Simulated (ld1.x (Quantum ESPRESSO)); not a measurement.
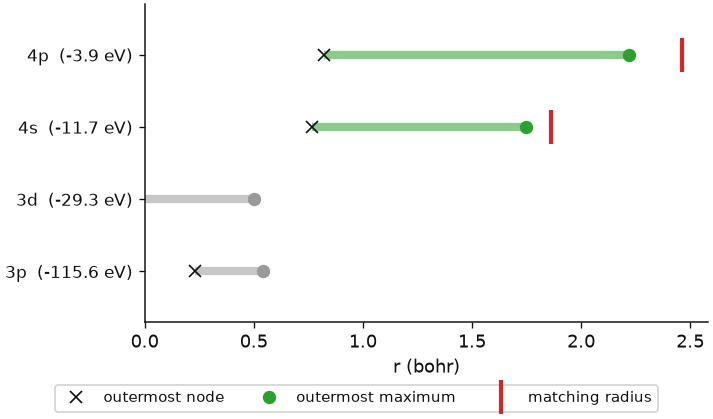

Outer shells of the all-electron reference atom: each bar runs from the outermost node (or the nucleus) to the outermost maximum of u(r); the tick is the radius chosen for the pseudo-wave. Shells without a tick have no pseudo-wave of their own. Levels, nodes and maxima are from ld1.x, scalar-relativistic.

- Radii against the shells: 4s: 1.86 bohr, outside the maximum; 4p: 2.46 bohr, outside the maximum.

# Ge: pseudopotential generation

System: germanium (Ge, Z = 32), core [Ar] 3d10, reference valence 4s2 4p2, valence charge 4.
Method: TM potential, PBE, scalar-relativistic, made with ld1.x (Quantum ESPRESSO) 7.5.

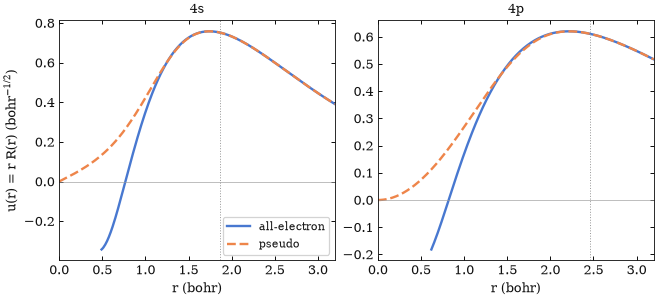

Pseudo-waves (dashed) against the all-electron radial functions (solid). Dotted lines mark the matching radii. The innermost oscillations of some all-electron curves aren't drawn. Pseudo-waves: 4s has no node; 4p has no node.

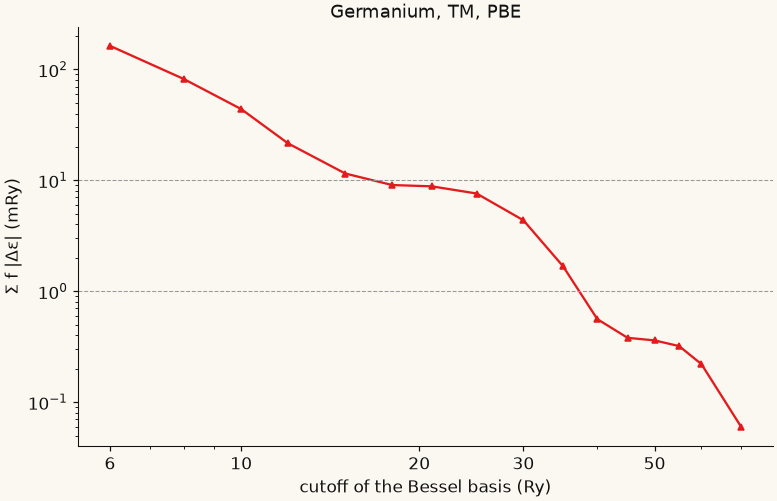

The pseudo-atom Hamiltonian at the reference potential is diagonalised in spherical Bessel functions (20 bohr box) up to the cutoff. Curve: occupation-weighted sum of the valence levels' distances from their values at 400 Ry.

- Error at 40 Ry: about 0.56 mRy.
- Cutoffs for 10 and 1 mRy in the occupation-weighted sum of levels: 18 Ry and 40 Ry, on the ladder of cutoffs that was run.

Input and output of the run follow.

**Input**
```
 &input
   title='Ge', zed=32., rel=1, dft='PBE', iswitch=3,
   config='[Ar] 3d10 4s2 4p2 4d-2',
   nld=3, rlderiv=2.70, eminld=-3.0, emaxld=5.0, deld=0.02
 /
 &inputp
   pseudotype=2, tm=.true., lloc=-2, rcloc=1.58,
   nlcc=.true.,
   file_pseudopw='Ge.UPF', file_wfcaegen='ae.wfc', file_wfcncgen='nc.wfc', file_beta='beta', file_chi='chi'
 /
3
4S  1  0   2.00   0.00  1.86  1.86  0.0
4P  2  1   2.00   0.00  2.46  2.46  0.0
4D  3  2  -2.00   0.05  2.40  2.40  0.0
 &test
   configts(1)='4s2 4p2'
 /
```

**Input of the test run**
```
 &input
   title='Ge', zed=32., rel=1, dft='PBE', iswitch=2,
   config='[Ar] 3d10 4s2 4p2 4d-2'
 /
 &test
   file_pseudo='Ge.UPF', nconf=8,
   configts(1)='4s2 4p2',
   configts(2)='4s2 4p1',
   configts(3)='4s2 4p0',
   configts(4)='4s1 4p0',
   configts(5)='4s2 4p2.3',
   configts(6)='4s0 4p4',
   configts(7)='4s1 4p3',
   configts(8)='4s1 4p2'
 /
```

Run as:
```bash
ld1.x < Ge.in > Ge.out
```

**The program's output**
```
     Program LD1 v.7.5
     --------------------------- All-electron run ----------------------------

     Ge
     scalar relativistic calculation

     atomic number is 32.00
     dft =PBE   lsd =0 sic =0 latt =0  beta=0.20 tr2=1.0E-14
     Exchange-correlation= PBE
                           (   1   4   3   4   0   0   0)
     mesh =1207 r(mesh) = 100.41023 a.u. xmin = -7.00 dx = 0.01250
     1 Ry =  13.60569312 eV, c = 137.03599908

     n l     nl                  e(Ry)          e(Ha)          e(eV)
     1 0     1S 1( 2.00)      -805.6314      -402.8157    -10961.1741
     2 0     2S 1( 2.00)      -100.8250       -50.4125     -1371.7939
     2 1     2P 1( 6.00)       -88.1036       -44.0518     -1198.7111
     3 0     3S 1( 2.00)       -12.3839        -6.1919      -168.4909
     3 1     3P 1( 6.00)        -8.4979        -4.2490      -115.6205
     3 2     3D 1(10.00)        -2.1543        -1.0772       -29.3109
     4 0     4S 1( 2.00)        -0.8622        -0.4311       -11.7311
     4 1     4P 1( 2.00)        -0.2863        -0.1431        -3.8953

     final scf error:  3.0E-15 reached in  36 iterations

     Etot =   -4197.669992 Ry,   -2098.834996 Ha,  -57112.209742 eV

     Ekin =    4273.695468 Ry,    2136.847734 Ha,   58146.589038 eV
     Encl =  -10116.689522 Ry,   -5058.344761 Ha, -137644.573051 eV
     Eh   =    1804.321722 Ry,     902.160861 Ha,   24549.047641 eV
     Exc  =    -158.997660 Ry,     -79.498830 Ha,   -2163.273369 eV

     normalization and overlap integrals

     s(1S/1S) =  1.000000  <r> =   0.0470  <r2> =    0.0030  r(max) =   0.0309
     s(2S/2S) =  1.000000  <r> =   0.2100  <r2> =    0.0520  r(max) =   0.1754
     s(2P/2P) =  1.000000  <r> =   0.1837  <r2> =    0.0414  r(max) =   0.1418
     s(3S/3S) =  1.000000  <r> =   0.6242  <r2> =    0.4495  r(max) =   0.5402
     s(3P/3P) =  1.000000  <r> =   0.6470  <r2> =    0.4929  r(max) =   0.5402
     s(3D/3D) =  1.000000  <r> =   0.7365  <r2> =    0.6969  r(max) =   0.5012
     s(4S/4S) =  1.000000  <r> =   2.1162  <r2> =    5.1841  r(max) =   1.7494
     s(4P/4P) =  1.000000  <r> =   2.8993  <r2> =   10.0650  r(max) =   2.2184

     ------------------------ End of All-electron run ------------------------

     --------------------- Generating NC pseudopotential ---------------------

      Generating local potential from pseudized AE potential:
      Matching radius rcloc =   1.5800
      Enforcing V''(0)=0 (lloc=-2)

      Local pseudo, rcloc= 1.583 Estimated cut-off energy=    12.81 Ry

      Computing core charge for nlcc:

       r > 1.38 : true rho core
       r < 1.38 : rho core = a sin(br)/r    a=   4.11  b=   1.94

      Integrated core pseudo-charge :   3.88

      Wfc   4S  rcut= 1.839  Using Troullier-Martins method

      Wfc   4P  rcut= 2.482  Using Troullier-Martins method

      Wfc   4D  rcut= 2.421  Using Troullier-Martins method

     ------------------- End of pseudopotential generation -------------------

     --------------------------- All-electron run ----------------------------

     Ge
     scalar relativistic calculation

     atomic number is 32.00
     dft =PBE   lsd =0 sic =0 latt =0  beta=0.20 tr2=1.0E-14
     Exchange-correlation= PBE
                           (   1   4   3   4   0   0   0)
     mesh =1207 r(mesh) = 100.41023 a.u. xmin = -7.00 dx = 0.01250
     1 Ry =  13.60569312 eV, c = 137.03599908

     n l     nl                  e(Ry)          e(Ha)          e(eV)
     1 0     1S 1( 2.00)      -805.6314      -402.8157    -10961.1741
     2 0     2S 1( 2.00)      -100.8250       -50.4125     -1371.7939
     2 1     2P 1( 6.00)       -88.1036       -44.0518     -1198.7111
     3 0     3S 1( 2.00)       -12.3839        -6.1919      -168.4909
     3 1     3P 1( 6.00)        -8.4979        -4.2490      -115.6205
     3 2     3D 1(10.00)        -2.1543        -1.0772       -29.3109
     4 0     4S 1( 2.00)        -0.8622        -0.4311       -11.7311
     4 1     4P 1( 2.00)        -0.2863        -0.1431        -3.8953

     final scf error:  3.0E-15 reached in  36 iterations

     Etot =   -4197.669992 Ry,   -2098.834996 Ha,  -57112.209742 eV

     Ekin =    4273.695468 Ry,    2136.847734 Ha,   58146.589038 eV
     Encl =  -10116.689522 Ry,   -5058.344761 Ha, -137644.573051 eV
     Eh   =    1804.321722 Ry,     902.160861 Ha,   24549.047641 eV
     Exc  =    -158.997660 Ry,     -79.498830 Ha,   -2163.273369 eV

     normalization and overlap integrals

     s(1S/1S) =  1.000000  <r> =   0.0470  <r2> =    0.0030  r(max) =   0.0309
     s(2S/2S) =  1.000000  <r> =   0.2100  <r2> =    0.0520  r(max) =   0.1754
     s(2P/2P) =  1.000000  <r> =   0.1837  <r2> =    0.0414  r(max) =   0.1418
     s(3S/3S) =  1.000000  <r> =   0.6242  <r2> =    0.4495  r(max) =   0.5402
     s(3P/3P) =  1.000000  <r> =   0.6470  <r2> =    0.4929  r(max) =   0.5402
     s(3D/3D) =  1.000000  <r> =   0.7365  <r2> =    0.6969  r(max) =   0.5012
     s(4S/4S) =  1.000000  <r> =   2.1162  <r2> =    5.1841  r(max) =   1.7494
     s(4P/4P) =  1.000000  <r> =   2.8993  <r2> =   10.0650  r(max) =   2.2184

     ------------------------ End of All-electron run ------------------------

     Computing logarithmic derivative in   2.69267
     Computing logarithmic derivative in   2.69267
     Computing the partial wave expansion
     R is outside the sphere for l=    0 j= 0.00
     R is outside the sphere for l=    1 j= 0.00
     R is outside the sphere for l=    2 j= 0.00

     ---------------------- Testing the pseudopotential ----------------------

     Ge
     scalar relativistic calculation

     atomic number is 32.00   valence charge is  4.00
     dft =PBE   lsd =0 sic =0 latt =0  beta=0.20 tr2=1.0E-14
     mesh =1207 r(mesh) = 100.41023 xmin = -7.00 dx = 0.01250

     n l     nl             e AE (Ry)        e PS (Ry)    De AE-PS (Ry)
     1 0     4S   1( 2.00)       -0.86222       -0.86223        0.00000
     2 1     4P   1( 2.00)       -0.28630       -0.28630        0.00000

     eps = 7.6E-16  iter =  4

     Etot =   -4197.669992 Ry,   -2098.834996 Ha,  -57112.209742 eV
     Etotps =   -11.818820 Ry,      -5.909410 Ha,    -160.803240 eV

     Ekin =       2.560188 Ry,       1.280094 Ha,      34.833132 eV
     Encl =     -15.075452 Ry,      -7.537726 Ha,    -205.111968 eV
     Ehrt =       5.820280 Ry,       2.910140 Ha,      79.188943 eV
     Ecxc =      -6.610282 Ry,      -3.305141 Ha,     -89.937473 eV
     (Ecc =      -4.116581 Ry,      -2.058291 Ha,     -56.008943 eV)
     Epseu=       1.486446 Ry,       0.743223 Ha,      20.224125 eV

     ---------------------- End of pseudopotential test ----------------------
```

**Output of the test run (extracts)**
```
     ---------------------- Testing the pseudopotential ----------------------

     Ge
     scalar relativistic calculation

     atomic number is 32.00   valence charge is  4.00
     dft =PBE   lsd =0 sic =0 latt =0  beta=0.20 tr2=1.0E-14
     mesh =1207 r(mesh) = 100.41023 xmin = -7.00 dx = 0.01250

     n l     nl             e AE (Ry)        e PS (Ry)    De AE-PS (Ry)
     1 0     4S   1( 2.00)       -0.86222       -0.86223        0.00000
     2 1     4P   1( 2.00)       -0.28630       -0.28630        0.00000

     eps = 1.6E-15  iter =  4

     Etot =   -4197.669992 Ry,   -2098.834996 Ha,  -57112.209742 eV
     Etotps =   -11.818820 Ry,      -5.909410 Ha,    -160.803241 eV

     Ekin =       2.560188 Ry,       1.280094 Ha,      34.833129 eV
     Encl =     -15.075451 Ry,      -7.537726 Ha,    -205.111964 eV
     Ehrt =       5.820280 Ry,       2.910140 Ha,      79.188942 eV
     Ecxc =      -6.610282 Ry,      -3.305141 Ha,     -89.937472 eV
     (Ecc =      -4.116581 Ry,      -2.058291 Ha,     -56.008943 eV)
     Epseu=       1.486446 Ry,       0.743223 Ha,      20.224124 eV

     ---------------------- End of pseudopotential test ----------------------

     ---------------------- Testing the pseudopotential ----------------------

     Ge
     scalar relativistic calculation

     atomic number is 32.00   valence charge is  4.00
     dft =PBE   lsd =0 sic =0 latt =0  beta=0.20 tr2=1.0E-14
     mesh =1207 r(mesh) = 100.41023 xmin = -7.00 dx = 0.01250

     n l     nl             e AE (Ry)        e PS (Ry)    De AE-PS (Ry)
     1 0     4S   1( 2.00)       -1.45956       -1.46107        0.00151
     2 1     4P   1( 1.00)       -0.82628       -0.82722        0.00094

     eps = 1.5E-15  iter =  7

     Etot =   -4197.122869 Ry,   -2098.561434 Ha,  -57104.765750 eV
     Etotps =   -11.271334 Ry,      -5.635667 Ha,    -153.354318 eV
     dEtot_ae =       0.547123 Ry
     dEtot_ps =       0.547486 Ry,   Delta E=      -0.000362 Ry

     Ekin =       2.128169 Ry,       1.064084 Ha,      28.955208 eV
     Encl =     -12.392302 Ry,      -6.196151 Ha,    -168.605856 eV
     Ehrt =       3.692322 Ry,       1.846161 Ha,      50.236601 eV
     Ecxc =      -6.163310 Ry,      -3.081655 Ha,     -83.856102 eV
     (Ecc =      -4.116581 Ry,      -2.058291 Ha,     -56.008943 eV)
     Epseu=       1.463787 Ry,       0.731893 Ha,      19.915832 eV

     ---------------------- End of pseudopotential test ----------------------

     ---------------------- Testing the pseudopotential ----------------------

     Ge
     scalar relativistic calculation

     atomic number is 32.00   valence charge is  4.00
     dft =PBE   lsd =0 sic =0 latt =0  beta=0.20 tr2=1.0E-14
     mesh =1207 r(mesh) = 100.41023 xmin = -7.00 dx = 0.01250

     n l     nl             e AE (Ry)        e PS (Ry)    De AE-PS (Ry)
     1 0     4S   1( 2.00)       -2.14976       -2.15753        0.00776  !
     2 1     4P   1( 0.00)       -1.45571       -1.46173        0.00602  !

     eps = 1.2E-16  iter =  7

     Etot =   -4195.988126 Ry,   -2097.994063 Ha,  -57089.326796 eV
     Etotps =   -10.133493 Ry,      -5.066746 Ha,    -137.873195 eV
     dEtot_ae =       1.681865 Ry
     dEtot_ps =       1.685327 Ry,   Delta E=      -0.003462 Ry

     Ekin =       1.377230 Ry,       0.688615 Ha,      18.738171 eV
     Encl =      -9.097050 Ry,      -4.548525 Ha,    -123.771672 eV
     Ehrt =       1.856052 Ry,       0.928026 Ha,      25.252880 eV
     Ecxc =      -5.624506 Ry,      -2.812253 Ha,     -76.525306 eV
     (Ecc =      -4.116581 Ry,      -2.058291 Ha,     -56.008943 eV)
     Epseu=       1.354781 Ry,       0.677390 Ha,      18.432732 eV

     ---------------------- End of pseudopotential test ----------------------

     ---------------------- Testing the pseudopotential ----------------------

     Ge
     scalar relativistic calculation

     atomic number is 32.00   valence charge is  4.00
     dft =PBE   lsd =0 sic =0 latt =0  beta=0.20 tr2=1.0E-14
     mesh =1207 r(mesh) = 100.41023 xmin = -7.00 dx = 0.01250

     n l     nl             e AE (Ry)        e PS (Ry)    De AE-PS (Ry)
     1 0     4S   1( 1.00)       -2.97339       -2.99817        0.02478  !
     2 1     4P   1( 0.00)       -2.20993       -2.23129        0.02135  !

     eps = 7.8E-15  iter =  5

     Etot =   -4193.431031 Ry,   -2096.715516 Ha,  -57054.535744 eV
     Etotps =    -7.560659 Ry,      -3.780330 Ha,    -102.868006 eV
     dEtot_ae =       4.238961 Ry
     dEtot_ps =       4.258161 Ry,   Delta E=      -0.019201 Ry

     Ekin =       0.762466 Ry,       0.381233 Ha,      10.373877 eV
     Encl =      -4.747787 Ry,      -2.373893 Ha,     -64.596933 eV
     Ehrt =       0.488787 Ry,       0.244394 Ha,       6.650289 eV
     Ecxc =      -4.883275 Ry,      -2.441638 Ha,     -66.440346 eV
     (Ecc =      -4.116581 Ry,      -2.058291 Ha,     -56.008943 eV)
     Epseu=       0.819150 Ry,       0.409575 Ha,      11.145107 eV

     ---------------------- End of pseudopotential test ----------------------

     ---------------------- Testing the pseudopotential ----------------------

     Ge
     scalar relativistic calculation

     atomic number is 32.00   valence charge is  4.00
     dft =PBE   lsd =0 sic =0 latt =0  beta=0.20 tr2=1.0E-14
     mesh =1207 r(mesh) = 100.41023 xmin = -7.00 dx = 0.01250

     n l     nl             e AE (Ry)        e PS (Ry)    De AE-PS (Ry)
     1 0     4S   1( 2.00)       -0.70960       -0.70956       -0.00004
     2 1     4P   1( 2.30)       -0.14906       -0.14906       -0.00000

     eps = 6.7E-15  iter =  9

     Etot =   -4197.734933 Ry,   -2098.867466 Ha,  -57113.093307 eV
     Etotps =   -11.883764 Ry,      -5.941882 Ha,    -161.686841 eV
     dEtot_ae =      -0.064941 Ry
     dEtot_ps =      -0.064943 Ry,   Delta E=       0.000003 Ry

     Ekin =       2.626959 Ry,       1.313479 Ha,      35.741597 eV
     Encl =     -15.729545 Ry,      -7.864772 Ha,    -214.011356 eV
     Ehrt =       6.452949 Ry,       3.226474 Ha,      87.796843 eV
     Ecxc =      -6.717066 Ry,      -3.358533 Ha,     -91.390335 eV
     (Ecc =      -4.116581 Ry,      -2.058291 Ha,     -56.008943 eV)
     Epseu=       1.482939 Ry,       0.741469 Ha,      20.176410 eV

     ---------------------- End of pseudopotential test ----------------------

     ---------------------- Testing the pseudopotential ----------------------

     Ge
     scalar relativistic calculation

     atomic number is 32.00   valence charge is  4.00
     dft =PBE   lsd =0 sic =0 latt =0  beta=0.20 tr2=1.0E-14
     mesh =1207 r(mesh) = 100.41023 xmin = -7.00 dx = 0.01250

     n l     nl             e AE (Ry)        e PS (Ry)    De AE-PS (Ry)
     1 0     4S   1( 0.00)       -0.99555       -0.99779        0.00224
     2 1     4P   1( 4.00)       -0.38263       -0.38306        0.00043

     eps = 3.0E-15  iter =  7

     Etot =   -4196.479660 Ry,   -2098.239830 Ha,  -57096.014458 eV
     Etotps =   -10.626499 Ry,      -5.313250 Ha,    -144.580890 eV
     dEtot_ae =       1.190331 Ry
     dEtot_ps =       1.192321 Ry,   Delta E=      -0.001989 Ry

     Ekin =       3.238995 Ry,       1.619498 Ha,      44.068778 eV
     Encl =     -13.933782 Ry,      -6.966891 Ha,    -189.578756 eV
     Ehrt =       5.390909 Ry,       2.695455 Ha,      73.347057 eV
     Ecxc =      -6.359655 Ry,      -3.179828 Ha,     -86.527514 eV
     (Ecc =      -4.116581 Ry,      -2.058291 Ha,     -56.008943 eV)
     Epseu=       1.037032 Ry,       0.518516 Ha,      14.109544 eV

     ---------------------- End of pseudopotential test ----------------------

     ---------------------- Testing the pseudopotential ----------------------

     Ge
     scalar relativistic calculation

     atomic number is 32.00   valence charge is  4.00
     dft =PBE   lsd =0 sic =0 latt =0  beta=0.20 tr2=1.0E-14
     mesh =1207 r(mesh) = 100.41023 xmin = -7.00 dx = 0.01250

     n l     nl             e AE (Ry)        e PS (Ry)    De AE-PS (Ry)
     1 0     4S   1( 1.00)       -0.93246       -0.93365        0.00119
     2 1     4P   1( 3.00)       -0.33685       -0.33707        0.00022

     eps = 7.4E-16  iter =  7

     Etot =   -4197.084042 Ry,   -2098.542021 Ha,  -57104.237489 eV
     Etotps =   -11.232323 Ry,      -5.616162 Ha,    -152.823542 eV
     dEtot_ae =       0.585950 Ry
     dEtot_ps =       0.586497 Ry,   Delta E=      -0.000547 Ry

     Ekin =       2.877556 Ry,       1.438778 Ha,      39.151148 eV
     Encl =     -14.486267 Ry,      -7.243134 Ha,    -197.095704 eV
     Ehrt =       5.581530 Ry,       2.790765 Ha,      75.940584 eV
     Ecxc =      -6.477258 Ry,      -3.238629 Ha,     -88.127584 eV
     (Ecc =      -4.116581 Ry,      -2.058291 Ha,     -56.008943 eV)
     Epseu=       1.272116 Ry,       0.636058 Ha,      17.308014 eV

     ---------------------- End of pseudopotential test ----------------------

     ---------------------- Testing the pseudopotential ----------------------

     Ge
     scalar relativistic calculation

     atomic number is 32.00   valence charge is  4.00
     dft =PBE   lsd =0 sic =0 latt =0  beta=0.20 tr2=1.0E-14
     mesh =1207 r(mesh) = 100.41023 xmin = -7.00 dx = 0.01250

     n l     nl             e AE (Ry)        e PS (Ry)    De AE-PS (Ry)
     1 0     4S   1( 1.00)       -1.53157       -1.53479        0.00322
     2 1     4P   1( 2.00)       -0.88375       -0.88552        0.00177

     eps = 5.8E-16  iter =  7

     Etot =   -4196.482228 Ry,   -2098.241114 Ha,  -57096.049396 eV
     Etotps =   -10.629627 Ry,      -5.314814 Ha,    -144.623448 eV
     dEtot_ae =       1.187763 Ry
     dEtot_ps =       1.189193 Ry,   Delta E=      -0.001429 Ry

     Ekin =       2.475692 Ry,       1.237846 Ha,      33.683508 eV
     Encl =     -11.801900 Ry,      -5.900950 Ha,    -160.573026 eV
     Ehrt =       3.488868 Ry,       1.744434 Ha,      47.468474 eV
     Ecxc =      -6.021004 Ry,      -3.010502 Ha,     -81.919933 eV
     (Ecc =      -4.116581 Ry,      -2.058291 Ha,     -56.008943 eV)
     Epseu=       1.228716 Ry,       0.614358 Ha,      16.717529 eV

     ---------------------- End of pseudopotential test ----------------------
```

**Results in brief**

- outcome: generated
- cutoffs needed: 18 Ry and 40 Ry (the cutoffs, on a coarse ladder, from which the occupation-weighted sum of valence levels, in a spherical-Bessel basis at the reference potential, stays within 10 and 1 mRy of its value at 400 Ry); ghost states and empty shells don't enter this sum
- ghost test: no ghost state below the valence levels in the s, p, d, f channels (spherical-Bessel basis up to 400 Ry, 20 bohr box)
- largest excitation error: -261 meV (all-electron minus pseudo) for 4s1 4p0, out of 7 test configurations
- range over which the phases arctan(r u′/u) at the test radius agree within 0.05 rad (a looser test near the poles than one of phase shifts): s: up to about 1.6 Ry; p: up to about 2.4 Ry; d: between about -2.0 and 0.7 Ry
- hardware: 1 CPU thread, shared host
- wall time: 2.3 s
